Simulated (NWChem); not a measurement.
## Run report: BH₃Cl (charge −1), energy and gradient calculation (part 3 of 3)

The same run, continued: BH₃Cl, charge −1, SMILES [H][B-]([H])([H])Cl; B3LYP/6-31G*, RKS (NWChem 7.3.0). The geometry comes from this level: GFN2-xTB.

Geometry of the input (Å):
```
B  -0.0013  0.0016  -0.1670
Cl 0.0136  -0.0211  1.7073
H  1.1523  0.0114  -0.5222
H  -0.5866  1.0057  -0.4970
H  -0.5780  -0.9976  -0.5211
```

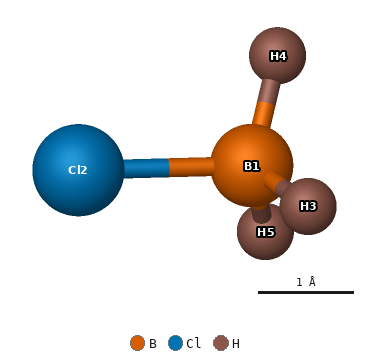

Fig. 1: The input geometry (ball-and-stick view, seen at a tilt; atoms are numbered from 1 in the order of the input).

Output, continued
```
 Vector   38  Occ=0.000000D+00  E= 2.077853D+00
              MO Center=  2.3D-03, -5.5D-03,  1.1D-01, r^2= 1.5D+00
   Bfn.  Coefficient  Atom+Function         Bfn.  Coefficient  Atom+Function
  ----- ------------  ---------------      ----- ------------  ---------------
     6      1.880481  1 B  s                 24     -1.275416  2 Cl s
    12      1.111160  1 B  d  0               9      0.771956  1 B  pz
    27      0.665993  2 Cl pz                30     -0.577051  2 Cl d  0
     2     -0.560758  1 B  s                 23      0.338166  2 Cl pz
    34     -0.336481  3 H  s                 38     -0.337700  5 H  s

     ---------------------------------------------
      Total Density - Mulliken Population Analysis
     ---------------------------------------------

    Atom       Charge   Shell Charges
 -----------   ------   -------------------------------------------------------
    1 B    5     5.08   2.00  0.54  1.54  0.36  0.60  0.05
    2 Cl  17    17.48   2.00  2.00  5.97  1.37  3.63  0.58  1.92  0.01
    3 H    1     1.15   0.52  0.62
    4 H    1     1.15   0.52  0.62
    5 H    1     1.15   0.52  0.62

     -------------------------------------------
      Total Density - Lowdin Population Analysis
     -------------------------------------------

    Atom       Charge   Shell Charges
 -----------   ------   -------------------------------------------------------
    1 B    5     5.57   1.98  0.43  1.41  0.41  1.22  0.12
    2 Cl  17    17.30   2.00  1.99  5.91  1.14  3.40  0.67  2.17  0.01
    3 H    1     1.04   0.51  0.53
    4 H    1     1.04   0.51  0.53
    5 H    1     1.04   0.51  0.53

 center of mass
 --------------
 x =   0.01731811 y =  -0.02705857 z =   2.17165960

 moments of inertia (a.u.)
 ------------------
         144.100297172836           0.014063554004          -1.032535674007
           0.014063554004         144.086118128833           1.587871449788
          -1.032535674007           1.587871449788          14.470347978607

     Multipole analysis of the density
     ---------------------------------

     L   x y z        total         alpha         beta         nuclear
     -   - - -        -----         -----         ----         -------
     0   0 0 0     -1.000000    -13.000000    -13.000000     25.000000

     1   1 0 0     -0.008199     -0.204864     -0.204864      0.401529
     1   0 1 0      0.012341      0.319610      0.319610     -0.626879
     1   0 0 1     -1.066858    -25.713310    -25.713310     50.359761

     2   2 0 0    -18.722460    -12.948641    -12.948641      7.174822
     2   1 1 0      0.002155      0.010340      0.010340     -0.018524
     2   1 0 1     -0.039888     -0.710517     -0.710517      1.381146
     2   0 2 0    -18.723914    -12.958623    -12.958623      7.193332
     2   0 1 1      0.062668      1.104258      1.104258     -2.145847
     2   0 0 2    -23.671306   -101.978810   -101.978810    180.286314

            General Information
            -------------------
          SCF calculation type: DFT
          Wavefunction type:  closed shell.
          No. of atoms     :     5
          No. of electrons :    26
           Alpha electrons :    13
            Beta electrons :    13
          Charge           :    -1
          Spin multiplicity:     1
          Use of symmetry is: off; symmetry adaption is: off
          Maximum number of iterations: 100
          AO basis - number of functions:    38
                     number of shells:    20
          Convergence on energy requested:  1.00D-08
          Convergence on density requested:  1.00D-05
          Convergence on gradient requested:  5.00D-04

              XC Information
              --------------
                         B3LYP Method XC Potential
                     Hartree-Fock (Exact) Exchange  0.200
                        Slater Exchange Functional  0.800 local
                    Becke 1988 Exchange Functional  0.720 non-local
              Lee-Yang-Parr Correlation Functional  0.810
                  VWN I RPA Correlation Functional  0.190 local

             Grid Information
             ----------------
          Grid used for XC integration:  xfine
          Radial quadrature: Mura-Knowles
          Angular quadrature: Lebedev.
          Tag              B.-S. Rad. Rad. Pts. Rad. Cut. Ang. Pts.
          ---              ---------- --------- --------- ---------
          B                   0.85      100           8.0      1454
          Cl                  1.00      125           8.0      1454
          H                   0.35      100           8.0      1202
          Grid pruning is: on
          Number of quadrature shells:   525
          Spatial weights used:  Erf1

          Convergence Information
          -----------------------
          Convergence aids based upon iterative change in
          total energy or number of iterations.
          Levelshifting, if invoked, occurs when the
          HOMO/LUMO gap drops below (HL_TOL):  1.00D-02
          DIIS, if invoked, will attempt to extrapolate
          using up to (NFOCK): 10 stored Fock matrices.

                    Damping( 0%)  Levelshifting(0.5)       DIIS
                  --------------- ------------------- ---------------
          dE  on:    start            ASAP                start
          dE off:    2 iters        100 iters           100 iters

      Screening Tolerance Information
      -------------------------------
          Density screening/tol_rho:  1.00D-11
          AO Gaussian exp screening on grid/accAOfunc:  18
          CD Gaussian exp screening on grid/accCDfunc:  20
          XC Gaussian exp screening on grid/accXCfunc:  20
          Schwarz screening/accCoul:  1.00D-09

                            NWChem DFT Gradient Module
                            --------------------------

                                  BClH3 gradient

  charge          =  -1.00
  wavefunction    = closed shell

                         DFT ENERGY GRADIENTS

    atom               coordinates                        gradient
                 x          y          z           x          y          z
   1 B      -0.002419   0.003080  -0.315603    0.000259  -0.000680   0.014927
   2 Cl      0.025700  -0.039949   3.226386   -0.000228   0.000374  -0.030533
   3 H       2.177531   0.021505  -0.986891   -0.006243  -0.000060   0.005295
   4 H      -1.108589   1.900497  -0.939194    0.003011  -0.005120   0.005005
   5 H      -1.092224  -1.885153  -0.984698    0.003200   0.005485   0.005306

                 ----------------------------------------
                 |  Time  |  1-e(secs)   |  2-e(secs)   |
                 ----------------------------------------
                 |  CPU   |       0.00   |       0.48   |
                 ----------------------------------------
                 |  WALL  |       0.00   |       0.48   |
                 ----------------------------------------

 Task  times  cpu:        5.3s     wall:        5.3s
 Total times  cpu:        5.4s     wall:        5.4s
```

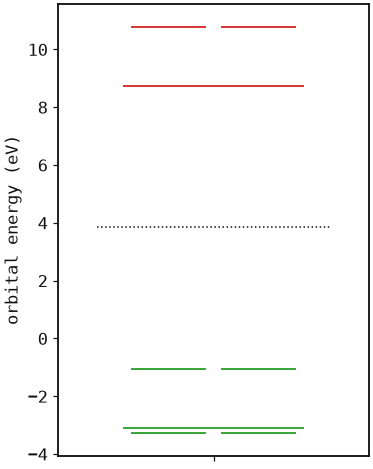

Fig. 2: Orbital energies near the frontier; the dotted line parts filled from empty levels, and levels within 0.02 eV of each other stand side by side. Highest filled −1.05 eV, lowest empty 8.74 eV, 9.79 eV apart.

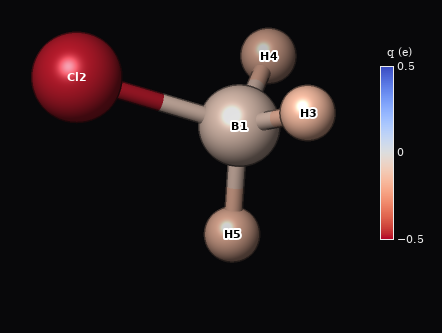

Fig. 3: Mulliken charges, as the colour of each atom (ball-and-stick view, seen at a tilt; atoms are numbered from 1 in the order of the input). By element: B −0.08, Cl −0.48 and H −0.15 e.
